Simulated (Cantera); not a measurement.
Input: 1 mol Ta, 0.74 mol CO2, 34 mol H2, equilibrated at 13300 Pa.

Method: chemical equilibrium by Gibbs-energy minimisation in Cantera with the NASA 1993 tables (ideal gas, pure condensed phases). Candidate condensed phases: C, C6H6, C7H8, C8H18, H2O, Ta, TaC, Ta2O5; 113 gas species. Mutual solubility and eutectic melting of coexisting phases are not modelled. TaC: taken at fixed stoichiometry. Condensed phases not in the tables: Ta2C, N, O or C dissolved in the metal. Rates play no part.

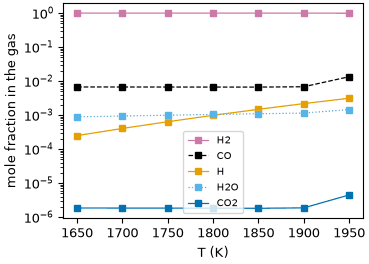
Figure. Equilibrium gas composition (values under 1e-9 drawn at 1e-9)

From 1650 K to 1850 K the condensed part is TaC(s) + Ta2O5(s). From 1900 K to 1950 K the condensed part is Ta(s) + TaC(s) + Ta2O5(s).
